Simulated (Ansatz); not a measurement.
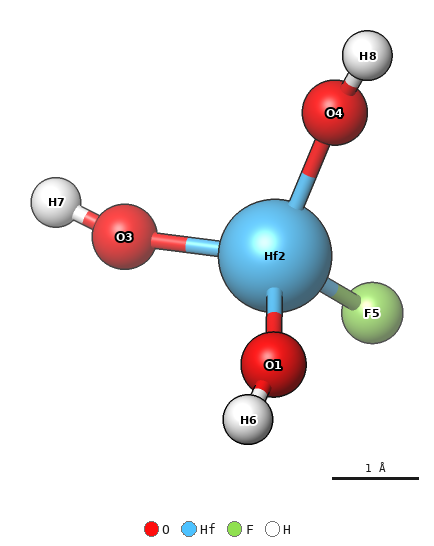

Fig. 1: The structure (ball-and-stick view, seen at a tilt; atoms are numbered from 1 in the order of the input). Sticks mark near contacts.

**What a change does: single-point calculation on HfH3O3F**

System: HfH3O3F, SMILES [OH][Hf]([OH])([OH])[F].
Method of run 1: RKS SPW92 (LDA)/def2-TZVPP (Ansatz 0.2.0).

The geometry comes from this level: PBE0-D4/def2-TZVP. Text and figures count atoms from 1; the logs count them from 0 in places.

**Input, run 1**
```yaml
crystal:
  periodic: [false, false, false]
  atoms:
    - {symbol: O, position_ang: [-1.097425, 1.332870, 0.637697]}
    - {symbol: Hf, position_ang: [0.077494, 0.153352, -0.325132]}
    - {symbol: O, position_ang: [1.724267, -0.092027, 0.637525]}
    - {symbol: O, position_ang: [-0.777735, -1.539881, -0.641920]}
    - {symbol: F, position_ang: [0.482590, 0.955739, -2.025412]}
    - {symbol: H, position_ang: [-1.435557, 1.926445, 1.299056]}
    - {symbol: H, position_ang: [2.457479, -0.506113, 1.079107]}
    - {symbol: H, position_ang: [-1.431114, -2.230385, -0.660922]}
basis:
  gaussian: {orbitals: def2-TZVPP}
hamiltonian: {xc: lda}
output: {orbitals: {seedname: orbitals}}
```

Launched with:
```bash
ansatz run in.yaml --threads 4 --pin off --events-out ev --progress --plain --max-ram 10444MiB
```

Hardware: 4 threads of Arm Neoverse V2, 23 GiB of memory available, shared host.

**Output (run 1)**
```
Functional definition: SPW92
  exchange = slater_x
  correlation = pw_c
1144 factors; their error is unknown
mean field evaluation 1: about -10139.0628 eV, gradient 1.2e2 eV
mean field evaluation 2: about -9971.2234 eV, gradient 3.0e2 eV
mean field evaluation 4: about -10160.4309 eV, gradient 2.7e1 eV
mean field evaluation 8: about -10161.5468 eV, gradient 1.2e-1 eV
mean field evaluation 16: about -10161.5396 eV, gradient 1.2e-4 eV
mean field -10161.53963181 eV, -373.4296937301 hartree, gradient 2.2e-5 eV, S^2 0.000000; 0 other end points of the search recorded, 0 dependent functions left out
reference -10161.53967568 eV, -373.4296953424 hartree; 24, 24 occupied and 198, 198 virtual orbitals, 1144 factors
Total energy: -10161.53967568 eV, -373.4296953424 hartree
```

Run 2 used a changed input.

**The two runs side by side**

| quantity | run 1 | run 2 |
| --- | --- | --- |
| outcome | converged | converged |
| total energy (hartree) | −373.429695 | −375.053529 |
| HOMO (eV) | −7.52 | −13.34 |
| LUMO (eV) | −1.03 | 1.97 |
| basis functions | 222 | 222 |
| wall time (shared host) | 0.9 s | 2.5 min |

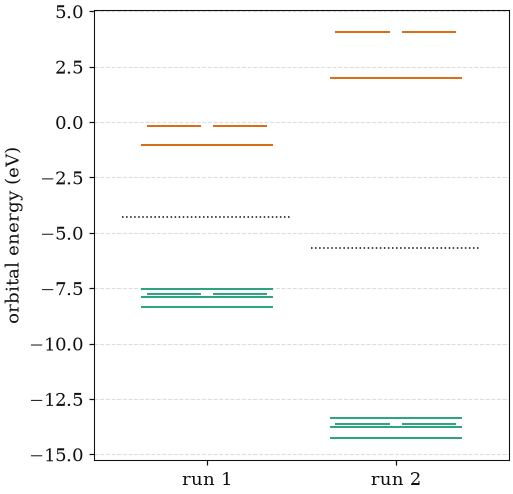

Fig. 2: The five highest filled and three lowest empty orbital energies of the two runs; the dotted lines part filled from empty levels. The HOMO–LUMO gap is 6.49 eV in run 1 and 15.32 eV in run 2.

What was changed in the input?

The change (lines with − go, lines with + come):
```diff
-hamiltonian: {xc: lda}
+correlation: {method: ccsd_t}
```

The total energies belong to different methods, so their difference says nothing on which is more stable or more accurate. The HOMO goes from −7.52 to −13.34 eV. The LUMO goes from −1.03 to 1.97 eV.

**Output (run 2)**
```
Functional definition: HF
  exchange = exact_x
  correlation = 0
1419 factors; integrals over basis functions are off by at most 1.0e-3 eV
mean field evaluation 1: about -10160.6661 eV, gradient 7.3e1 eV
mean field evaluation 2: about -10160.7822 eV, gradient 7.3e1 eV
mean field evaluation 4: about -10169.1795 eV, gradient 2.5e0 eV
mean field evaluation 8: about -10169.2392 eV, gradient 1.3e-1 eV
mean field evaluation 16: about -10160.6661 eV, gradient 7.3e1 eV
mean field -10169.23931334 eV, -373.7126518072 hartree, gradient 2.5e-6 eV, S^2 0.000000; 0 other end points of the search recorded, 0 dependent functions left out
4 core orbitals not correlated: weight in the atoms' cores, before any rotation towards them, 1.000 or more for the frozen orbitals, at most 0.000 for the correlated occupied ones
reference -10169.23931334 eV, -373.7126518072 hartree; 20, 20 occupied and 198, 198 virtual orbitals, 1419 factors
second order -35.34209063 eV of doubles, -0.00000000 eV of singles
cycle   1  -34.26453943 eV  change     1.1e0 eV  update   1.5e-1
cycle   2  -35.03462413 eV  change   -7.7e-1 eV  update   5.4e-2
cycle   3  -35.24447387 eV  change   -2.1e-1 eV  update   2.4e-2
cycle   4  -35.22621961 eV  change    1.8e-2 eV  update   6.8e-3
cycle   5  -35.21659824 eV  change    9.6e-3 eV  update   2.2e-3
cycle   6  -35.21771196 eV  change   -1.1e-3 eV  update   8.4e-4
cycle   7  -35.21789703 eV  change   -1.9e-4 eV  update   2.2e-4
cycle   8  -35.21765178 eV  change    2.5e-4 eV  update   9.0e-5
cycle   9  -35.21765455 eV  change   -2.8e-6 eV  update   2.3e-5
perturbative correction -1.26948480 eV, -0.0466527059 hartree
Total energy: -10205.72645269 eV, -375.0535294466 hartree
```
